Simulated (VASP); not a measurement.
Band structure of MgTe (space group P6_3/mmc). Method: modified Becke-Johnson potential (mBJ) with spin-orbit coupling, VASP's PBE PAW potentials (set 64) (plane waves; VASP).

mBJ is a potential without an energy functional, so only the levels count.

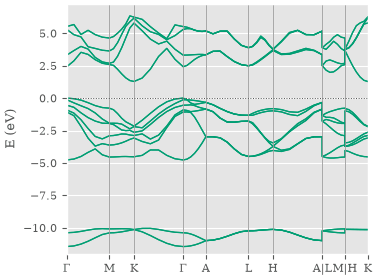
Fig. 1. Bands along high-symmetry lines, zero at the valence-band maximum or, without a gap, the Fermi level

Read the plot: is there a gap, and where are the band edges?

The gap is indirect, 1.28 eV, from the valence maximum at Γ to the conduction minimum at K.

The structure comes from a computed database's MgTe entry (P6_3/mmc); how it stands against other phases isn't given here. It was relaxed first. The k-mesh is coarse (spacing up to 0.43 per Å, 2π included), so the numbers may not be converged in it. The cell's shape comes from a PBE relaxation.
